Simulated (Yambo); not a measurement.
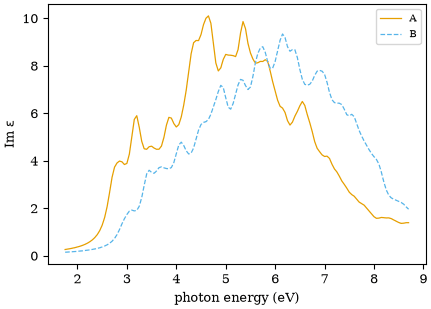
Figure. Two computed absorption spectra of BaTe (rock salt, space group Fm-3m, No. 225) (Yambo, PBE bands with the same scissor, field along x)

**Question.** Which curve includes the electron-hole attraction (BSE)?

**Answer.** Curve A: the attraction moves weight to lower energy (centre of the plotted range 5.2 eV against 5.9 eV). Settings: 8×8×8 mesh, 3 valence and 7 conduction bands, static screening with 44 bands and a 4 Ry block, scissor 1.03 eV, Tamm-Dancoff. The scissor comes from a G0W0 run whose convergence isn't established. Broadening 0.15 eV. The band window holds all transitions up to 9.3 eV. On this mesh the peak heights and the fine structure are mesh artefacts; only the shift of weight is robust.

Bands and orbitals come from the standard potentials; the scissor and the G0W0 gaps come from a run at the same geometry on the stringent ones, which hold whole semicore shells in the valence.

Spin-orbit coupling is not included.

Geometry relaxed with PBEsol; primitive cell a = b = c = 4.907 Å, α = β = γ = 60.00°.
